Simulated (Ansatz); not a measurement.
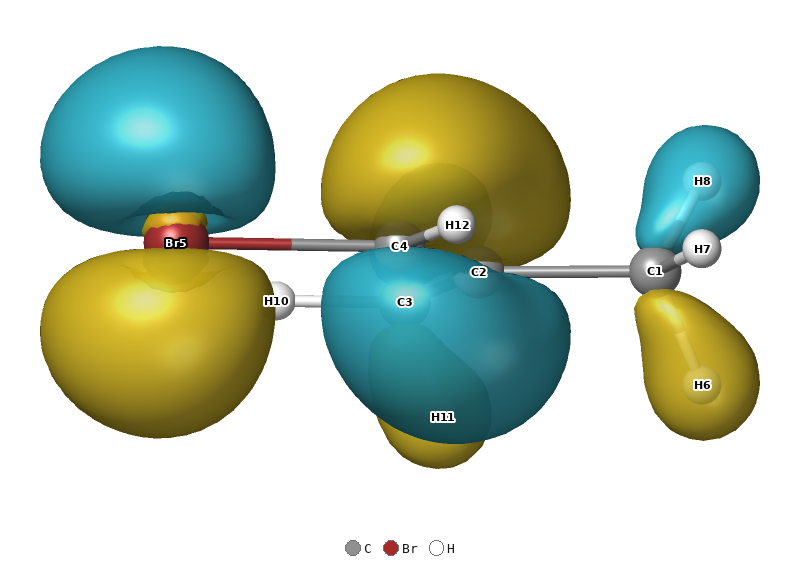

*C4H7Br (SMILES CC(C)=CBr). The HOMO at ±0.1 Å⁻³ᐟ² (yellow and cyan are the two phases), seen from one side.*

Geometry: BLYP-D3(BJ)/def2-SVP.

Method: isolated molecule in a Gaussian basis; Kohn-Sham density functional theory, functional PBE0 in Ansatz 0.2.0.

The calculation's input:

```
basis:
  gaussian:
    orbitals: def2-SVPD
crystal:
  periodic: [false, false, false]
  atoms:
    - symbol: C
      position_ang: [-0.400343, -1.802526, -0.724430]
    - symbol: C
      position_ang: [-0.546331, -0.354014, -0.295899]
    - symbol: C
      position_ang: [-1.322863, -0.114713, 0.976482]
    - symbol: C
      position_ang: [0.011269, 0.613109, -1.054904]
    - symbol: Br
      position_ang: [-0.063732, 2.497447, -0.679924]
    - symbol: H
      position_ang: [0.108115, -2.395123, 0.066824]
    - symbol: H
      position_ang: [0.177345, -1.909969, -1.662297]
    - symbol: H
      position_ang: [-1.398361, -2.268199, -0.875621]
    - symbol: H
      position_ang: [-2.350802, -0.527417, 0.886127]
    - symbol: H
      position_ang: [-1.395033, 0.958158, 1.228275]
    - symbol: H
      position_ang: [-0.844941, -0.646634, 1.827312]
    - symbol: H
      position_ang: [0.571052, 0.405605, -1.976238]
hamiltonian:
  xc: pbe0
output: {forces: true, orbitals: {seedname: orbitals}}
```

Command:

```sh
ansatz run input.yaml --threads 2 --pin off --max-ram 4350MiB --events-out events.jsonl --progress --plain --runs-dir runs
```

**Describe this orbital and give its energy.**

By Hirshfeld shares it lies mainly on Br5 (about 35 %), C4 (about 25 %) and C2 (about 25 %). Its energy is −6.89 eV.
